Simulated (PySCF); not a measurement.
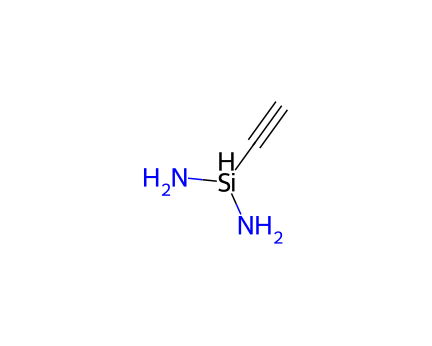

Source: calculation with PySCF.

A structural formula.

Q: Give its SMILES.

A: C#C[SiH](N)N

Q: What is the molecular formula?

A: C2H6N2Si.

Q: An optimisation with PBE0-D3(BJ)/def2-SVP gave a structure of which point group?

A: C1.
